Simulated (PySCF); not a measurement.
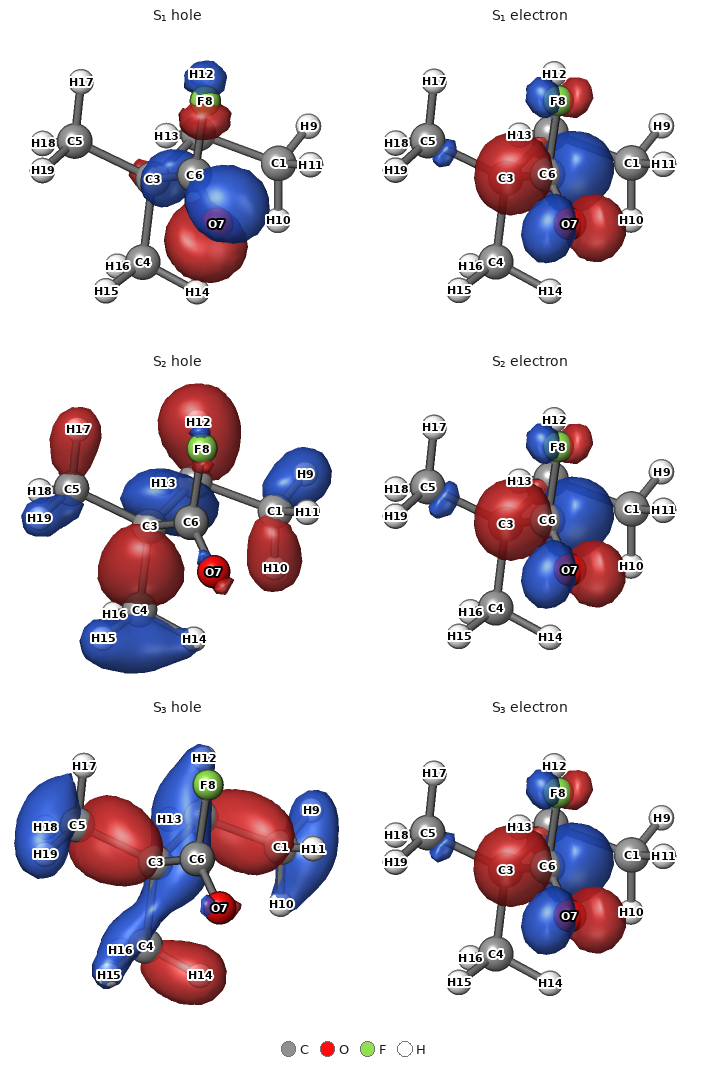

Figure. C6H11FO, SMILES `CCC(C)(C)C(=O)F`. Leading natural transition orbitals (TDA singlet states).

Level of theory: PBE0/6-31+G* (PySCF), at a geometry from GFN2-xTB. No frequency check shows the geometry to be a minimum.

Geometry (Å), atoms numbered from 1:

```
C1      -1.9483    1.2072   -0.0830
C2      -1.3137    0.0820    0.7273
C3      -0.1088   -0.5846    0.0321
C4      -0.4949   -1.2248   -1.3013
C5       0.4940   -1.6428    0.9699
C6       0.9486    0.4541   -0.2177
O7       1.4728    0.7839   -1.2216
F8       1.3308    1.0654    0.9479
H9      -2.7336    1.6815    0.5012
H10     -2.3912    0.8320   -1.0016
H11     -1.2111    1.9654   -0.3391
H12     -0.9819    0.4806    1.6884
H13     -2.0597   -0.6900    0.9266
H14     -0.7860   -0.4685   -2.0243
H15      0.3500   -1.7711   -1.7135
H16     -1.3213   -1.9159   -1.1574
H17      0.7856   -1.1994    1.9190
H18     -0.2425   -2.4192    1.1616
H19      1.3702   -2.1018    0.5169
```

Question: Describe these excited states.

Answer: By state:
- S₁: 6.03 eV (206 nm), f = 0.005; the leading pair carries 100 %; hole on O7 (66 %), C6 (11 %) and F8 (10 %), electron on C6 (43 %), O7 (32 %) and F8 (8 %); their centroids lie 0.5 Å apart.
- S₂: 7.85 eV (158 nm), f = 0.011; the leading pair carries 99 %; hole on C2 and C3 (18 % each), C4 (16 %) and H12 (10 %), electron on C6 (40 %), O7 (30 %) and F8 (8 %); their centroids lie 1.7 Å apart.
- S₃: 7.96 eV (156 nm), f = 0.037; the leading pair carries 96 %; hole on C3 (18 %), C5 (17 %) and C2 (14 %), electron on C6 (40 %), O7 (29 %) and F8 (8 %); their centroids lie 1.6 Å apart; S₄ lies within 0.1 eV of it.
